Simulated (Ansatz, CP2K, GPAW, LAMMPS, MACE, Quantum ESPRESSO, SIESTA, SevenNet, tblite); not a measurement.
**Other levels on glassy 48SiO2-36B2O3-8MgO-8CaO (mol %) (89 atoms)**

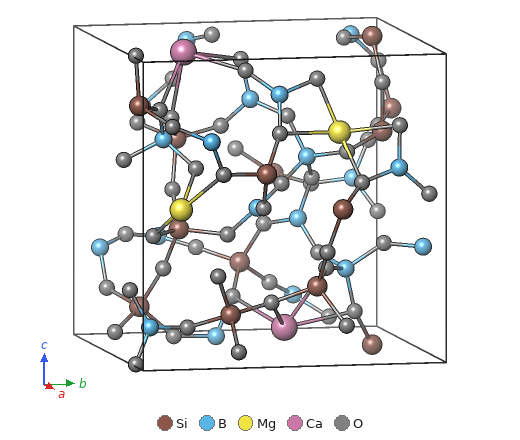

The cell (silicon brown, boron blue, magnesium yellow, calcium pink, oxygen grey). Some periodic images of atoms are drawn too.

Density of this cell: 2.41 g/cm³. The cell holds 89 atoms: 12 Si, 18 B, 2 Mg, 2 Ca and 55 O. Cell: a = 10.205 Å, b = 10.205 Å, c = 10.205 Å, α = 90.0°, β = 90.0°, γ = 90.0°. 89 atoms (12 Si, 18 B, 2 Mg, 2 Ca, 55 O) placed at random at 2.19 g/cm³, melted at 3000 K for 20 ps at fixed volume with the Buckingham and Coulomb pair potential of Guillot and Sator (Geochim. Cosmochim. Acta 71, 1249 (2007)) with the boron terms of Wang et al. (J. Non-Cryst. Solids 498, 294 (2018)). Quenched from 3000 K to 300 K at 50 K/ps and fixed volume, held 10 ps at zero pressure.

Geometry: as built.

The reference, a calculation:

- method: Kohn-Sham DFT, PBE, SSSP efficiency 1.3.0 pseudopotentials, plane waves (Quantum ESPRESSO 7.5); sssp-pbe-1.3.0-efficiency, cutoffs 60/480 Ry, Γ point
- r.m.s. force component: 1.261 eV/Å
- longest force: 6.226 eV/Å
- pressure: -1.9 GPa
- gap (highest filled to lowest empty level): 2.818 eV
- time: 2.7 min on 4 MPI ranks of Arm Neoverse V1, shared host
- CPU time: 11 min

Runs, in no order:
A. tblite GFN1-xTB: GFN1-xTB tight binding, diagonalisation
B. GPAW RPBE, LCAO dzp, h 0.18 Å: Kohn-Sham DFT, RPBE, PAW, atomic orbitals (dzp)
C. CP2K PBE, DZVP-MOLOPT-SR, 1200/60 Ry, TC2 filter 1e-07, SCF 1e-07: Kohn-Sham DFT, PBE, GTH-PBE pseudopotentials, Gaussian and plane waves, DZVP-MOLOPT-SR-GTH, linear-scaling purification of the density matrix
D. CP2K GFN1-xTB, OT DIIS: GFN1-xTB tight binding (the program's own implementation), orbital transformation

**Question.** Rank the runs by how far their forces lie from the reference's, least first.

C, B, A, D.

```tsv
run	Δ force, r.m.s. (meV/Å)	share of r.m.s. force (%)	CPU time
C. CP2K PBE, DZVP-MOLOPT-SR, 1200/60 Ry, TC2 filter 1e-07, SCF 1e-07	148	11.7	6.1 min
B. GPAW RPBE, LCAO dzp, h 0.18 Å	310	24.6	3 min
A. tblite GFN1-xTB	544	43.2	4.9 s
D. CP2K GFN1-xTB, OT DIIS	810	64.2	5.5 s
```

Periodic xTB results under one method name differ between programs and library versions. The network of bonds at the start is that of the classical potential that made the cell, and needn't be the one that DFT or experiment would give. The electronic-structure runs sample only Γ, in a cell whose shortest periodic width is 10 Å.

[Logs are printed without paths, hosts, clocks, repeated set-up lines and the standing remarks that a program may print on its own settings, such as how far it seeks lower states.]

[Hosts, paths, dates, database ids (printed as entryN), source tags and the programs' standing remarks are cut or masked in the printed files.]
